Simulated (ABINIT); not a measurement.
**CsCaBr3 (Pm-3m): G0W0 with ABINIT, start to end**

Wanted: ground state, empty states, screening and self-energy for CsCaBr3 (Pm-3m).

Calculated with ABINIT 10.8.3; LDA and many-body steps on it, plane waves.

**1. The structure**

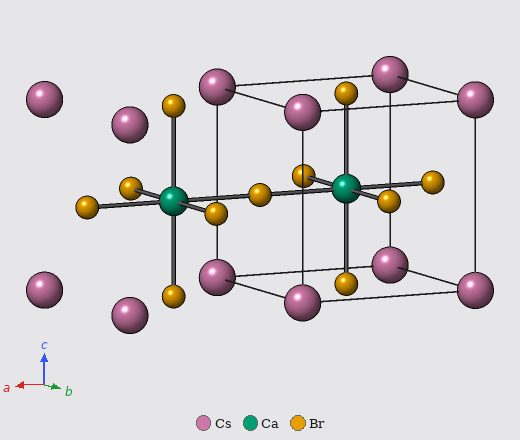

The cell as given, from a free direction (caesium pink, calcium teal, bromine orange). 2×1×1 cells are drawn. Some periodic images of atoms are drawn too.

The cell and positions are those that the Materials Project relaxed with its own functionals (PBE, PBE+U or r2SCAN), kept fixed. Spin-orbit coupling is left out unless a step names it.

**2. Ground state**

This step: ABINIT 10.8.3; DFT, LDA, plane waves, norm-conserving pseudopotentials.

The ground-state density comes first.

The input, run.abi:

```
acell 3*1.0 Angstrom
rprim 
  5.708665730000 0.000000000000 0.000000000000
  0.000000000000 5.708665730000 0.000000000000
  0.000000000000 0.000000000000 5.708665730000
ntypat 3
znucl 55 20 35
natom 5
typat 1 2 3 3 3
xred 
  0.000000000000 0.000000000000 0.000000000000
  0.500000000000 0.500000000000 0.500000000000
  0.500000000000 0.000000000000 0.500000000000
  0.000000000000 0.500000000000 0.500000000000
  0.500000000000 0.500000000000 0.000000000000
pp_dirpath "pseudos"
pseudos "Cs.upf, Ca.upf, Br.upf"
ecut 30
ngkpt 4 4 4
nshiftk 1
shiftk 0 0 0
kptopt 1
chksymbreak 0
nband 26
occopt 1
tolvrs 1e-10
nstep 60
prtwf 0
optforces 0
optstress 0
indata_prefix "in"
outdata_prefix "out"
tmpdata_prefix "tmp"
```

Launch:

```console
$ OMP_NUM_THREADS=1 mpirun -n 4 abinit run.abi > log
```

Numbers of over 12 decimals in the logs are rounded to 6 here.

Output:

```text
.Version 10.8.3 of ABINIT. v10.8.2 released Aug 2026.

 Symmetries : space group Pm -3 m (#221); Bravais cP (primitive cubic)
================================================================================
 Values of the parameters that define the memory need of the present run
     intxc =       0    ionmov =       0      iscf =       7    lmnmax =       8
     lnmax =       8     mgfft =      54  mpssoang =       4    mqgrid =    3001
     natom =       5  nloc_mem =       1    nspden =       1   nspinor =       1
    nsppol =       1      nsym =      48    n1xccc =    2501    ntypat =       3
    occopt =       1   xclevel =       1
-    mband =          26        mffmem =           1         mkmem =           3
       mpw =        9876          nfft =      157464          nkpt =          10
================================================================================
  Rough estimation (10% accuracy) of disk space for files :
================================================================================

--------------------------------------------------------------------------------
------------- Echo of variables that govern the present computation ------------
--------------------------------------------------------------------------------
 -outvars: echo values of preprocessed input variables --------
            acell      1.8897261259E+00  1.8897261259E+00  1.8897261259E+00 Bohr

      chksymbreak           0
             ecut      3.00000000E+01 Hartree
-          fftalg         312

              ixc       -1012
              kpt      0.00000000E+00  0.00000000E+00  0.00000000E+00
                       2.50000000E-01  0.00000000E+00  0.00000000E+00
                       5.00000000E-01  0.00000000E+00  0.00000000E+00
                       2.50000000E-01  2.50000000E-01  0.00000000E+00
                       5.00000000E-01  2.50000000E-01  0.00000000E+00
                       5.00000000E-01  5.00000000E-01  0.00000000E+00
                       2.50000000E-01  2.50000000E-01  2.50000000E-01
                       5.00000000E-01  2.50000000E-01  2.50000000E-01
                       5.00000000E-01  5.00000000E-01  2.50000000E-01
                       5.00000000E-01  5.00000000E-01  5.00000000E-01
         kptrlatt        4    0    0      0    4    0      0    0    4
          kptrlen      4.31512591E+01
P           mkmem           3
            natom           5
            nband          26
            ngfft          54      54      54
             nkpt          10
            nstep          60
             nsym          48
           ntypat           3
              occ      2.000000  2.000000  2.000000  2.000000  2.000000  2.000000
                       2.000000  2.000000  2.000000  2.000000  2.000000  2.000000
                       2.000000  2.000000  2.000000  2.000000  2.000000  2.000000
                       2.000000  2.000000  0.000000  0.000000  0.000000  0.000000
                       0.000000  0.000000
        optforces           0
        optstress           0
            prtwf           0
            rprim      5.7086657300E+00  0.0000000000E+00  0.0000000000E+00
                       0.0000000000E+00  5.7086657300E+00  0.0000000000E+00
[...]
spgroup         221

           tolvrs      1.00000000E-10

             xred      0.0000000000E+00  0.0000000000E+00  0.0000000000E+00
[...]
znucl       55.00000   20.00000   35.00000

================================================================================

 chkinp: Checking input parameters for consistency.

================================================================================
== DATASET  1 ==================================================================
-   mpi_nproc: 4, omp_nthreads: 1 (-1 if OMP is not activated)

--- !DatasetInfo
iteration_state: {dtset: 1, }
dimensions: {natom: 5, nkpt: 10, mband: 26, nsppol: 1, nspinor: 1, nspden: 1, mpw: 9876, }
cutoff_energies: {ecut:  30.0, pawecutdg:  -1.0, }
electrons: {nelect:   4.00000000E+01, charge:   0.00000000E+00, occopt:   1.00000000E+00, tsmear:   1.00000000E-02, }

 Real(R)+Recip(G) space primitive vectors, cartesian coordinates (Bohr,Bohr^-1):
 R(1)= 10.7878148  0.0000000  0.0000000  G(1)=  0.0926972  0.0000000  0.0000000
 R(2)=  0.0000000 10.7878148  0.0000000  G(2)=  0.0000000  0.0926972  0.0000000
 R(3)=  0.0000000  0.0000000 10.7878148  G(3)=  0.0000000  0.0000000  0.0926972
 Unit cell volume ucvol=  1.2554530E+03 bohr^3
 Angles (23,13,12)=  9.00000000E+01  9.00000000E+01  9.00000000E+01 degrees

 getcut: wavevector=  0.0000  0.0000  0.0000  ngfft=  54  54  54
         ecut(hartree)=     30.000   => boxcut(ratio)=   2.03018

--- Pseudopotential description ------------------------------------------------
- Cs Generated using ONCVPSP code by D. R. Hamann
- 55.00000   9.00000  201201                  znucl, zion, pspdat
12 -1012 3 -1 2328                            pspcod,pspxc,lmax,lloc,mmax
     nproj     2     2     2     2
  pspatm : epsatm=   21.68725381
         --- l  ekb(1:nproj) -->
[...]
pspatm: atomic psp has been read  and splines computed

- Ca Generated using ONCVPSP code by D. R. Hamann
- 20.00000  10.00000  180309                  znucl, zion, pspdat
12 -1012 2 -1 1724                            pspcod,pspxc,lmax,lloc,mmax
     nproj     2     2     2     0
  pspatm : epsatm=   12.51424511
         --- l  ekb(1:nproj) -->
[...]
pspatm: atomic psp has been read  and splines computed

- Br Generated using ONCVPSP code by D. R. Hamann
- 35.00000   7.00000  180309                  znucl, zion, pspdat
12 -1012 2 -1 1084                            pspcod,pspxc,lmax,lloc,mmax
     nproj     2     2     2     0
  pspatm : epsatm=   10.24179696
         --- l  ekb(1:nproj) -->
[...]
pspatm: atomic psp has been read  and splines computed

   2.59707559E+03                                ecore*ucvol(ha*bohr**3)
--------------------------------------------------------------------------------

_setup2: Arith. and geom. avg. npw (full set) are    9853.422    9853.397

================================================================================

--- !BeginCycle
iteration_state: {dtset: 1, }
solver: {iscf: 7, nstep: 60, nline: 4, wfoptalg: 0, }
tolerances: {tolvrs: 1.00E-10, }

     iter   Etot(hartree)      deltaE(h)  residm     vres2
 ETOT  1  -109.77282634405    -1.098E+02 3.409E-02 1.126E+02
 ETOT  2  -109.82288889866    -5.006E-02 1.494E-02 2.718E+01
 ETOT  3  -109.82476341865    -1.875E-03 3.671E-03 9.757E+00
 ETOT  4  -109.82513503309    -3.716E-04 1.538E-03 3.625E-01
 ETOT  5  -109.82515802437    -2.299E-05 2.969E-03 1.295E-02
 ETOT  6  -109.82515892823    -9.039E-07 1.891E-03 1.226E-03
 ETOT  7  -109.82515904553    -1.173E-07 2.028E-03 4.126E-05
 ETOT  8  -109.82515904958    -4.047E-09 6.363E-04 2.724E-06
 ETOT  9  -109.82515905009    -5.129E-10 5.779E-04 1.369E-07
 ETOT 10  -109.82515905014    -5.076E-11 5.077E-04 1.236E-09
 ETOT 11  -109.82515905014    -9.521E-13 3.581E-04 6.290E-10
 ETOT 12  -109.82515905013     5.983E-12 2.825E-04 1.543E-11

 At SCF step   12       vres2   =  1.54E-11 < tolvrs=  1.00E-10 =>converged.

--- !ResultsGS
iteration_state: {dtset: 1, }
comment   : Summary of ground state results
lattice_vectors:
- [ 10.7878148,   0.0000000,   0.0000000, ]
- [  0.0000000,  10.7878148,   0.0000000, ]
- [  0.0000000,   0.0000000,  10.7878148, ]
lattice_lengths: [  10.78781,   10.78781,   10.78781, ]
lattice_angles: [ 90.000,  90.000,  90.000, ] # degrees, (23, 13, 12)
lattice_volume:   1.2554530E+03
convergence: {deltae:  5.983E-12, res2:  1.543E-11, residm:  2.825E-04, diffor:  0.000E+00, }
etotal    :  -1.09825159E+02
entropy   :   0.00000000E+00
fermie    :   2.15683708E-02
cartesian_stress_tensor: null
pressure_GPa: null
xred      :
- [  0.0000E+00,   0.0000E+00,   0.0000E+00, Cs]
- [  5.0000E-01,   5.0000E-01,   5.0000E-01, Ca]
- [  5.0000E-01,   0.0000E+00,   5.0000E-01, Br]
- [  0.0000E+00,   5.0000E-01,   5.0000E-01, Br]
- [  5.0000E-01,   5.0000E-01,   0.0000E+00, Br]
cartesian_forces: null
force_length_stats: {min: null, max: null, mean: null, }

 Integrated electronic density in atomic spheres:
 ------------------------------------------------
 Atom  Sphere_radius  Integrated_density
[...]
================================================================================

 ----iterations are completed or convergence reached----

 Mean square residual over all n,k,spin=   32.539E-07; max=  28.246E-05
 reduced coordinates (array xred) for    5 atoms
       0.000000000000      0.000000000000      0.000000000000
       0.500000000000      0.500000000000      0.500000000000
       0.500000000000      0.000000000000      0.500000000000
       0.000000000000      0.500000000000      0.500000000000
       0.500000000000      0.500000000000      0.000000000000
 rms dE/dt=  0.0000E+00; max dE/dt=  0.0000E+00; dE/dt below (all hartree)
    1       0.000000000000      0.000000000000      0.000000000000
    2       0.000000000000      0.000000000000      0.000000000000
    3       0.000000000000      0.000000000000      0.000000000000
    4       0.000000000000      0.000000000000      0.000000000000
    5       0.000000000000      0.000000000000      0.000000000000

 cartesian coordinates (angstrom) at end:
    1      0.000000     0.000000     0.000000
    2      2.854333     2.854333     2.854333
    3      2.854333     0.000000     2.854333
    4      0.000000     2.854333     2.854333
    5      2.854333     2.854333     0.000000
 length scales=  1.889726125908  1.889726125908  1.889726125908 bohr
              =  1.000000000000  1.000000000000  1.000000000000 angstroms
 prteigrs : about to open file out_EIG
 Fermi (or HOMO) energy (hartree) =   0.02157   Average Vxc (hartree)=  -0.30692
 Eigenvalues (hartree) for nkpt=  10  k points:
 kpt#   1, nband= 26, wtk=  0.01563, kpt=  0.0000  0.0000  0.0000 (reduced coord)
  -1.39777   -0.70972   -0.70972   -0.70972   -0.70313   -0.45974   -0.44790   -0.44790
  -0.21606   -0.21606   -0.21606   -0.04356   -0.04356   -0.04356    0.00033    0.00033
   0.00033    0.01225    0.01225    0.01225    0.17147    0.18746    0.18746    0.18746
   0.22052    0.22057
 prteigrs : prtvol=0 or 1, do not print more k-points.

--- !EnergyTerms
iteration_state     : {dtset: 1, }
comment             : Components of total free energy in Hartree
kinetic             :  3.15476586156155E+01
hartree             :  2.22108454285076E+01
xc                  : -2.96966466261088E+01
Ewald energy        : -6.98347217070739E+01
psp_core            :  2.06863632977060E+00
local_psp           : -7.95517609097989E+01
non_local_psp       :  1.34308298189537E+01
total_energy        : -1.09825159050134E+02
total_energy_eV     : -2.98849482243950E+03
band_energy         : -1.28040217186690E+01

== END DATASET(S) ==============================================================
================================================================================

 -outvars: echo values of variables after computation  --------
           etotal     -1.0982515905E+02
            nband          26
             nkpt          10
          spgroup         221
 [... the other variables as echoed above ...]

 Calculation completed.
```

Run time: 46 s. Hardware: 4 MPI ranks of Arm Neoverse V1, shared host; peak memory 0.41 GiB; 3.1 min of CPU time.

This step gave:

| Quantity | Value |
| --- | --- |
| total energy | -2988.4948 eV |
| gap | 4.079 eV |
| k of the valence top | 0.5, 0.5, 0.5 |
| k of the conduction bottom | 0, 0, 0 |
| least direct gap | 4.333 eV |

The gap is indirect, with the least direct gap 0.25 eV higher.

**3. Empty states on the mesh, 2×2×2 mesh, 270 bands**

The sums over transitions need many empty states on a uniform mesh; this step solves for them.

run.abi: that of step 2 with these lines changed.

```diff
@@ -18,3 +18,3 @@
 ecut 30
-ngkpt 4 4 4
+ngkpt 2 2 2
 nshiftk 1
@@ -23,9 +23,10 @@
 chksymbreak 0
-nband 26
-occopt 1
-tolvrs 1e-10
+iscf -2
+irdden 1
+istwfk *1
+nband 270
+nbdbuf 24
+tolwfr 1e-09
 nstep 60
-prtwf 0
-optforces 0
-optstress 0
+prtvol 0
 indata_prefix "in"
```

Output:

```text
.Version 10.8.3 of ABINIT. v10.8.2 released Aug 2026.

 Symmetries : space group Pm -3 m (#221); Bravais cP (primitive cubic)
[... echo of the input left out ...]
== DATASET  1 ==================================================================
-   mpi_nproc: 4, omp_nthreads: 1 (-1 if OMP is not activated)

--- !DatasetInfo
iteration_state: {dtset: 1, }
dimensions: {natom: 5, nkpt: 4, mband: 270, nsppol: 1, nspinor: 1, nspden: 1, mpw: 9952, }
cutoff_energies: {ecut:  30.0, pawecutdg:  -1.0, }
electrons: {nelect:   4.00000000E+01, charge:   0.00000000E+00, occopt:   1.00000000E+00, tsmear:   1.00000000E-02, }

 Real(R)+Recip(G) space primitive vectors, cartesian coordinates (Bohr,Bohr^-1):
 R(1)= 10.7878148  0.0000000  0.0000000  G(1)=  0.0926972  0.0000000  0.0000000
 R(2)=  0.0000000 10.7878148  0.0000000  G(2)=  0.0000000  0.0926972  0.0000000
 R(3)=  0.0000000  0.0000000 10.7878148  G(3)=  0.0000000  0.0000000  0.0926972
 Unit cell volume ucvol=  1.2554530E+03 bohr^3
 Angles (23,13,12)=  9.00000000E+01  9.00000000E+01  9.00000000E+01 degrees

 getcut: wavevector=  0.0000  0.0000  0.0000  ngfft=  54  54  54
         ecut(hartree)=     30.000   => boxcut(ratio)=   2.03018

--- Pseudopotential description ------------------------------------------------
- Cs Generated using ONCVPSP code by D. R. Hamann
- 55.00000   9.00000  201201                  znucl, zion, pspdat
12 -1012 3 -1 2328                            pspcod,pspxc,lmax,lloc,mmax
     nproj     2     2     2     2
  pspatm : epsatm=   21.68725381
         --- l  ekb(1:nproj) -->
             0    6.247599    0.778427
             1    6.343167    0.797067
             2    3.778962    0.917083
[...]
pspatm: atomic psp has been read  and splines computed

- Ca Generated using ONCVPSP code by D. R. Hamann
- 20.00000  10.00000  180309                  znucl, zion, pspdat
12 -1012 2 -1 1724                            pspcod,pspxc,lmax,lloc,mmax
     nproj     2     2     2     0
  pspatm : epsatm=   12.51424511
         --- l  ekb(1:nproj) -->
[...]
pspatm: atomic psp has been read  and splines computed

- Br Generated using ONCVPSP code by D. R. Hamann
- 35.00000   7.00000  180309                  znucl, zion, pspdat
12 -1012 2 -1 1084                            pspcod,pspxc,lmax,lloc,mmax
     nproj     2     2     2     0
  pspatm : epsatm=   10.24179696
         --- l  ekb(1:nproj) -->
[...]
pspatm: atomic psp has been read  and splines computed

--------------------------------------------------------------------------------

================================================================================
 prteigrs : about to open file out_EIG
 Non-SCF case, kpt    1 (  0.00000  0.00000  0.00000), residuals and eigenvalues=
  4.04E-10  5.51E-10  7.26E-10  9.31E-10  2.78E-10  1.23E-10  1.61E-10  8.70E-10
  2.17E-10  6.68E-10  8.14E-10  2.61E-10  3.89E-10  5.91E-10  1.67E-10  2.91E-10
  6.99E-10  1.76E-10  4.55E-10  7.30E-10  2.10E-10  2.26E-10  4.38E-10  7.70E-10
[...]
1.21E-08  2.23E-08  8.17E-07  3.44E-05  3.67E-04  8.10E-04
 -1.3978E+00 -7.0972E-01 -7.0972E-01 -7.0972E-01 -7.0313E-01 -4.5974E-01
 -4.4790E-01 -4.4790E-01 -2.1606E-01 -2.1606E-01 -2.1606E-01 -4.3558E-02
[...]
2.3057E+00  2.3344E+00  2.3620E+00  2.5049E+00  2.5072E+00  2.5138E+00
 prteigrs : prtvol=0 or 1, do not print more k-points.

--- !ResultsGS
iteration_state: {dtset: 1, }
comment   : Summary of ground state results
lattice_vectors:
- [ 10.7878148,   0.0000000,   0.0000000, ]
- [  0.0000000,  10.7878148,   0.0000000, ]
- [  0.0000000,   0.0000000,  10.7878148, ]
lattice_lengths: [  10.78781,   10.78781,   10.78781, ]
lattice_angles: [ 90.000,  90.000,  90.000, ] # degrees, (23, 13, 12)
lattice_volume:   1.2554530E+03
convergence: {deltae:  0.000E+00, res2:  0.000E+00, residm:  9.972E-10, diffor:  0.000E+00, }
etotal    :  -1.09825159E+02
entropy   :   0.00000000E+00
fermie    :   2.15683708E-02
cartesian_stress_tensor: null
pressure_GPa: null
xred      :
- [  0.0000E+00,   0.0000E+00,   0.0000E+00, Cs]
- [  5.0000E-01,   5.0000E-01,   5.0000E-01, Ca]
- [  5.0000E-01,   0.0000E+00,   5.0000E-01, Br]
- [  0.0000E+00,   5.0000E-01,   5.0000E-01, Br]
- [  5.0000E-01,   5.0000E-01,   0.0000E+00, Br]
cartesian_forces: null
force_length_stats: {min: null, max: null, mean: null, }

 Integrated electronic density in atomic spheres:
 ------------------------------------------------
 Atom  Sphere_radius  Integrated_density
[...]
================================================================================

 ----iterations are completed or convergence reached----

 Mean square residual over all n,k,spin=   46.422E-11; max=  99.724E-11
 reduced coordinates (array xred) for    5 atoms
[...]
0.000000000000      0.500000000000      0.500000000000
       0.500000000000      0.500000000000      0.000000000000

 cartesian coordinates (angstrom) at end:
    1      0.000000     0.000000     0.000000
    2      2.854333     2.854333     2.854333
    3      2.854333     0.000000     2.854333
    4      0.000000     2.854333     2.854333
    5      2.854333     2.854333     0.000000
 length scales=  1.889726125908  1.889726125908  1.889726125908 bohr
              =  1.000000000000  1.000000000000  1.000000000000 angstroms
 prteigrs : about to open file out_EIG
 Eigenvalues (hartree) for nkpt=   4  k points:
 kpt#   1, nband=270, wtk=  0.12500, kpt=  0.0000  0.0000  0.0000 (reduced coord)
[...]
2.23395    2.24722    2.24722    2.24892    2.24892    2.24892    2.25542    2.25542
   2.25542    2.26600    2.26600    2.26600    2.27265    2.27265    2.30566    2.30566
   2.30566    2.33443    2.36199    2.50491    2.50716    2.51375
 prteigrs : prtvol=0 or 1, do not print more k-points.

== END DATASET(S) ==============================================================
================================================================================

 -outvars: echo values of variables after computation  --------
            nband         270
             nkpt           4
          spgroup         221
 [... the other variables as echoed above ...]

 Calculation completed.
```

It took 3.4 min on 4 MPI ranks; peak memory 0.46 GiB; 14 min of CPU time.

Numbers from this step:

| Quantity | Value |
| --- | --- |
| gap | 4.079 eV |
| k of the valence top | 0.5, 0.5, 0.5 |
| k of the conduction bottom | 0, 0, 0 |
| least direct gap | 4.333 eV |
| k points computed | 4 |
| lowest point of the top converged band, above the valence top | 59.8065 eV |

On this mesh the gap is 4.079 eV.

(Continued in part 2 of 2.)

[Paths, hosts, dates, memory and timing lines, banners, echoed tables and standing remarks are left out of the program output.]

[Logs are printed without paths, hosts, clocks, repeated set-up lines and the standing remarks that a program may print on its own settings, such as how far it seeks lower states.]

[Runs of the session that timed out or met a known fault of the program may be left out.]

[Hosts, paths, dates, database ids (printed as entryN), source tags and the programs' standing remarks are cut or masked in the printed files.]

[G0W0 gaps are taken among the corrected bands and points alone; a level outside them can change the order at an edge.]

[Where Ansatz stands beside ABINIT at settings called matched, ABINIT's density can come from a denser mesh and the files from another edition; pairs whose starting gaps differed by over 0.03 eV were left out, so agreement reads better than it is.]
